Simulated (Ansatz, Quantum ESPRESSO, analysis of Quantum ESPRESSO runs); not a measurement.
# Reproducing a measured migration barrier: interstitial H in fcc Al, hop from a tetrahedral to the next octahedral site (Quantum ESPRESSO), part 3 of 3

Subject: interstitial H in fcc Al, hop from a tetrahedral to the next octahedral site. Wanted: its migration barrier, in one set-up (PBE, PseudoDojo 0.4.1 SR PBE standard, 32-site cell, PBE lattice, k: 3x3x3, start relaxed with Ansatz). The model is a cell of 32 host atoms with 1 H put in. The barrier is the energy of the highest image of a climbing band over the relaxed site that the atom leaves. Other potentials or another program check that the number doesn't hang on one set of files.

Quantum ESPRESSO 7.5; PBE, PseudoDojo 0.4.1 SR PBE standard, 32-site cell, PBE lattice, k: 3x3x3, start relaxed with Ansatz.

So far: The structure; Relaxation, charge 0.

## 4. Nudged elastic band

A band of images joins the two ends; its highest image climbs to the saddle, whose energy over the site left is the barrier.

This step: Quantum ESPRESSO plane-wave DFT, PBE, PseudoDojo 0.4.1 SR PBE standard potentials; nudged elastic band between two relaxed defect structures.

Input file neb.in:

```
BEGIN
BEGIN_PATH_INPUT
&PATH
  restart_mode = 'from_scratch'
  string_method = 'neb'
  nstep_path = 45
  ds = 1.5
  opt_scheme = 'broyden'
  num_of_images = 5
  k_max = 0.3
  k_min = 0.2
  CI_scheme = 'auto'
  path_thr = 0.05
/
END_PATH_INPUT
BEGIN_ENGINE_INPUT
&CONTROL
  prefix = 'pwscf'
  outdir = './tmp'
  pseudo_dir = './pseudo'
  disk_io = 'low'
/
&SYSTEM
  ibrav = 0
  nat = 33
  ntyp = 2
  ecutwfc = 72
  nbnd = 63
  occupations = 'smearing'
  smearing = 'mv'
  degauss = 0.00734986
/
&ELECTRONS
  conv_thr = 3d-08
  electron_maxstep = 100
  mixing_beta = 0.5
/
ATOMIC_SPECIES
Al    26.9815 Al.upf
H      1.0080 H.upf
CELL_PARAMETERS angstrom
   8.0724432688    0.0000000000    0.0000000000
   0.0000000000    8.0724432688    0.0000000000
   0.0000000000    0.0000000000    8.0724432688
BEGIN_POSITIONS
FIRST_IMAGE
ATOMIC_POSITIONS crystal
Al     0.0004603290    0.0004603290    0.0004603290
Al     0.0009132389    0.2505057178    0.2505057178
Al     0.2505057178    0.0009132389    0.2505057178
Al     0.2505057178    0.2505057178    0.0009132389
Al    -0.0021767983   -0.0021767983    0.5003870506
Al    -0.0021767983    0.2496129494    0.7521767983
Al     0.2496129494   -0.0021767983    0.7521767983
Al     0.2408671667    0.2408671667    0.5091328333
Al    -0.0021767983    0.5003870506   -0.0021767983
Al    -0.0021767983    0.7521767983    0.2496129494
Al     0.2408671667    0.5091328333    0.2408671667
Al     0.2496129494    0.7521767983   -0.0021767983
Al     0.0009132389    0.4994942822    0.4994942822
Al     0.0004603290    0.7495396710    0.7495396710
Al     0.2505057178    0.4994942822    0.7490867611
Al     0.2505057178    0.7490867611    0.4994942822
Al     0.5003870506   -0.0021767983   -0.0021767983
Al     0.5091328333    0.2408671667    0.2408671667
Al     0.7521767983   -0.0021767983    0.2496129494
Al     0.7521767983    0.2496129494   -0.0021767983
Al     0.4994942822    0.0009132389    0.4994942822
Al     0.4994942822    0.2505057178    0.7490867611
Al     0.7495396710    0.0004603290    0.7495396710
Al     0.7490867611    0.2505057178    0.4994942822
Al     0.4994942822    0.4994942822    0.0009132389
Al     0.4994942822    0.7490867611    0.2505057178
Al     0.7490867611    0.4994942822    0.2505057178
Al     0.7495396710    0.7495396710    0.0004603290
Al     0.5091328333    0.5091328333    0.5091328333
Al     0.5003870506    0.7521767983    0.7521767983
Al     0.7521767983    0.5003870506    0.7521767983
Al     0.7521767983    0.7521767983    0.5003870506
H      0.3750000000    0.3750000000    0.3750000000
LAST_IMAGE
ATOMIC_POSITIONS crystal
Al     0.0004576396    0.0004576396    0.0004576396
Al    -0.0057455086    0.2501182156    0.2501182156
[... 5 atom lines left out ...]
Al     0.2501182156    0.2501182156    0.5059819398
[... 2 atom lines left out ...]
Al     0.2501182156    0.5059819398    0.2501182156
[... 3 atom lines left out ...]
Al     0.2501182156    0.5014033646    0.7501182156
Al     0.2501182156    0.7501182156    0.5014033646
[... 1 atom line left out ...]
Al     0.5059819398    0.2501182156    0.2501182156
[... 2 atom lines left out ...]
Al     0.4997787916    0.0004576396    0.4997787916
Al     0.5014033646    0.2501182156    0.7501182156
[... 1 atom line left out ...]
Al     0.7501182156    0.2501182156    0.5014033646
[... 1 atom line left out ...]
Al     0.5014033646    0.7501182156    0.2501182156
Al     0.7501182156    0.5014033646    0.2501182156
[... 1 atom line left out ...]
Al     0.4997787916    0.4997787916    0.4997787916
[... 3 atom lines left out ...]
H      0.2501182156    0.2501182156    0.2501182156
END_POSITIONS
K_POINTS automatic
3 3 3 0 0 0
END_ENGINE_INPUT
END
```

On the command line:

```sh
> OMP_NUM_THREADS=1 mpirun -n 4 neb.x -ni 2 -inp neb.in > neb.out
```

Output:

```text
[banner, memory and clock lines left out]
          URL

     path-images division:  nimage    =       2

     Parsing file: neb.in

     initial path length           =  3.3374 bohr
     initial inter-image distance  =  0.8344 bohr

     string_method                 =    neb
     restart_mode                  =    from_scratch
     opt_scheme                    =    broyden
     num_of_images                 =    5
     nstep_path                    =    45
     CI_scheme                     =    auto
     first_last_opt                =    F
     use_freezing                  =    F
     ds                            =    1.5000 a.u.
     k_max                         =    0.3000 a.u.
     k_min                         =    0.2000 a.u.
     suggested k_max               =    0.2742 a.u.
     suggested k_min               =    0.1828 a.u.
     path_thr                      =    0.0500 eV / A

     ------------------------------ iteration   1 ------------------------------

     cpu =  0   tcpu =      0.1    self-consistency for image   1
     Message from routine setup:
     using ibrav=0 with symmetry is DISCOURAGED, use correct ibrav instead
     cpu =  0   tcpu =    313.4    self-consistency for image   2
     Message from routine setup:
     using ibrav=0 with symmetry is DISCOURAGED, use correct ibrav instead
     cpu =  0   tcpu =    839.0    self-consistency for image   4
     Message from routine setup:
     using ibrav=0 with symmetry is DISCOURAGED, use correct ibrav instead

     activation energy (->) =   0.227457 eV
     activation energy (<-) =   0.139988 eV

     image        energy (eV)        error (eV/A)        frozen

         1      -2034.0047298            0.009468            T
         2      -2033.8611550            0.643773            F
         3      -2033.7772733            0.487692            F
         4      -2033.8677912            0.413493            F
         5      -2033.9172614            0.004741            T

     climbing image =  3

     path length          =  3.337 bohr
     inter-image distance =  0.834 bohr

     ------------------------------ iteration   2 ------------------------------

     cpu =  0   tcpu =   1353.1    self-consistency for image   2
     Message from routine setup:
     using ibrav=0 with symmetry is DISCOURAGED, use correct ibrav instead
     cpu =  0   tcpu =   1719.7    self-consistency for image   4
     Message from routine setup:
     using ibrav=0 with symmetry is DISCOURAGED, use correct ibrav instead

     activation energy (->) =   0.210151 eV
     activation energy (<-) =   0.122683 eV

     image        energy (eV)        error (eV/A)        frozen

         1      -2034.0047298            0.009468            T
         2      -2033.8642377            0.289565            F
         3      -2033.7945784            0.377421            F
         4      -2033.8674550            0.192661            F
         5      -2033.9172614            0.004741            T

     climbing image =  3

     path length          =  3.339 bohr
     inter-image distance =  0.835 bohr

     ------------------------------ iteration   3 ------------------------------

     cpu =  0   tcpu =   2129.3    self-consistency for image   2
     Message from routine setup:
     using ibrav=0 with symmetry is DISCOURAGED, use correct ibrav instead
     cpu =  0   tcpu =   2617.2    self-consistency for image   4
     Message from routine setup:
     using ibrav=0 with symmetry is DISCOURAGED, use correct ibrav instead

     activation energy (->) =   0.189563 eV
     activation energy (<-) =   0.102094 eV

     image        energy (eV)        error (eV/A)        frozen

         1      -2034.0047298            0.009468            T
         2      -2033.8738583            0.157910            F
         3      -2033.8151670            0.185514            F
         4      -2033.8697030            0.106666            F
         5      -2033.9172614            0.004741            T

     climbing image =  3

     path length          =  3.348 bohr
     inter-image distance =  0.837 bohr

     ------------------------------ iteration   4 ------------------------------

     cpu =  0   tcpu =   3071.6    self-consistency for image   2
     Message from routine setup:
     using ibrav=0 with symmetry is DISCOURAGED, use correct ibrav instead
     cpu =  0   tcpu =   3528.3    self-consistency for image   4
     Message from routine setup:
     using ibrav=0 with symmetry is DISCOURAGED, use correct ibrav instead

     activation energy (->) =   0.184997 eV
     activation energy (<-) =   0.097528 eV

     image        energy (eV)        error (eV/A)        frozen

         1      -2034.0047298            0.009468            T
         2      -2033.8796812            0.102879            F
         3      -2033.8197330            0.120682            F
         4      -2033.8717199            0.077122            F
         5      -2033.9172614            0.004741            T

     climbing image =  3

     path length          =  3.354 bohr
     inter-image distance =  0.839 bohr

     ------------------------------ iteration   5 ------------------------------

     cpu =  0   tcpu =   3949.8    self-consistency for image   2
     Message from routine setup:
     using ibrav=0 with symmetry is DISCOURAGED, use correct ibrav instead
     cpu =  0   tcpu =   4451.7    self-consistency for image   4
     Message from routine setup:
     using ibrav=0 with symmetry is DISCOURAGED, use correct ibrav instead

     activation energy (->) =   0.180322 eV
     activation energy (<-) =   0.092853 eV

     image        energy (eV)        error (eV/A)        frozen

         1      -2034.0047298            0.009468            T
         2      -2033.8873892            0.053891            F
         3      -2033.8244082            0.032193            F
         4      -2033.8742939            0.037246            F
         5      -2033.9172614            0.004741            T

     climbing image =  3

     path length          =  3.376 bohr
     inter-image distance =  0.844 bohr

     ------------------------------ iteration   6 ------------------------------

     cpu =  0   tcpu =   4944.0    self-consistency for image   2
     Message from routine setup:
     using ibrav=0 with symmetry is DISCOURAGED, use correct ibrav instead
     cpu =  0   tcpu =   5308.9    self-consistency for image   4
     Message from routine setup:
     using ibrav=0 with symmetry is DISCOURAGED, use correct ibrav instead

     activation energy (->) =   0.179871 eV
     activation energy (<-) =   0.092403 eV

     image        energy (eV)        error (eV/A)        frozen

         1      -2034.0047298            0.009468            T
         2      -2033.8878778            0.048605            F
         3      -2033.8248584            0.026883            F
         4      -2033.8742026            0.017826            F
         5      -2033.9172614            0.004741            T

     climbing image =  3

     path length          =  3.375 bohr
     inter-image distance =  0.844 bohr

     neb: convergence achieved in   6 iterations
```

Wall time 1.6 h (4 MPI ranks of Arm Neoverse N1, shared host); peak memory 2.1 GiB; 6.2 h of CPU time.

Images along the path:

```
image  path (Å)  energy (eV)     H33: x, y, z (Å)
    0     0.000       0.0000  3.027, 3.027, 3.027
    1     0.487       0.1169  2.752, 2.752, 2.752
    2     0.890       0.1799  2.523, 2.523, 2.523
    3     1.318       0.1305  2.284, 2.284, 2.284
    4     1.786       0.0875  2.019, 2.019, 2.019
```

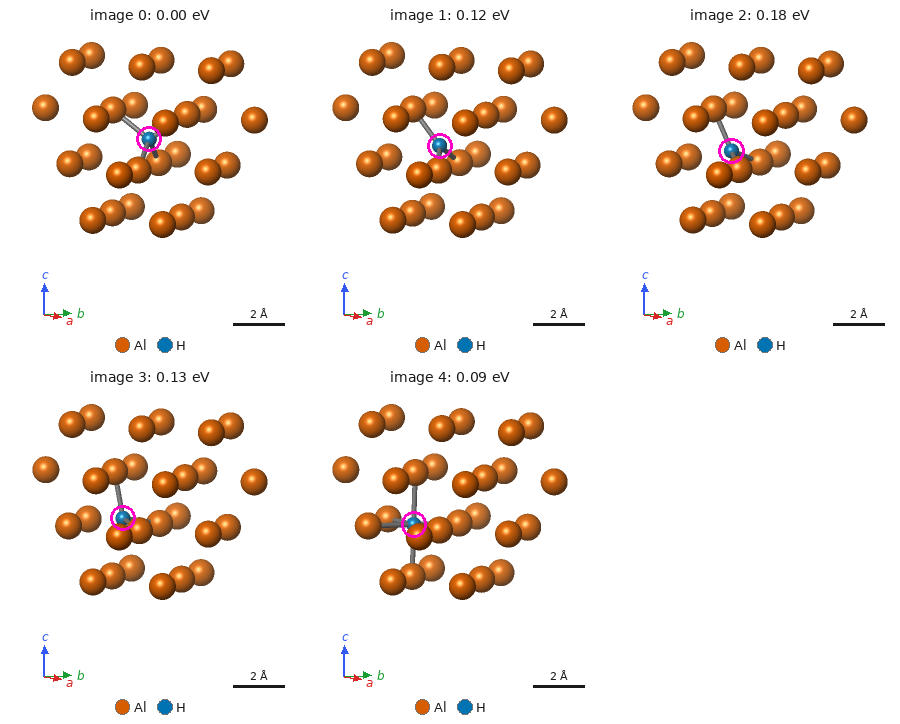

Images along the path; H33 is ringed.

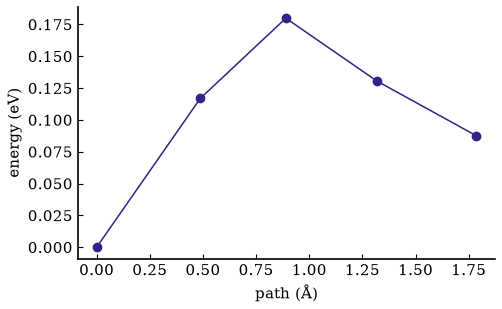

Energy along the path.

Numbers from this step:

```
barrier forward : 0.1799 eV
```

## 5. Summary of results

- migration barrier (saddle less minimum): 0.18 eV
- energy difference of the two ends: 0.09 eV
- length of the hop: 1.75 Å

Migration barrier: computed 0.18 eV, measured 0.452 eV; 0.27 eV below the measurement. The measured number is an Arrhenius activation energy of long-range diffusion; for H it holds zero-point energy, and trapping at vacancies and dislocations can raise it. One hop between neighbouring sites is computed at the host's lattice. Limits: the periodic copies of the defect are only 8.1 Å apart.

[Logs are printed without paths, hosts, clocks, repeated set-up lines and the standing remarks that a program may print on its own settings, such as how far it seeks lower states.]

[Hosts, paths, dates, database ids (printed as entryN), source tags and the programs' standing remarks are cut or masked in the printed files.]

[For some hosts the program warned that the k-mesh of the response run may be too coarse for force constants and the static dielectric constant; such warnings are not shown here.]
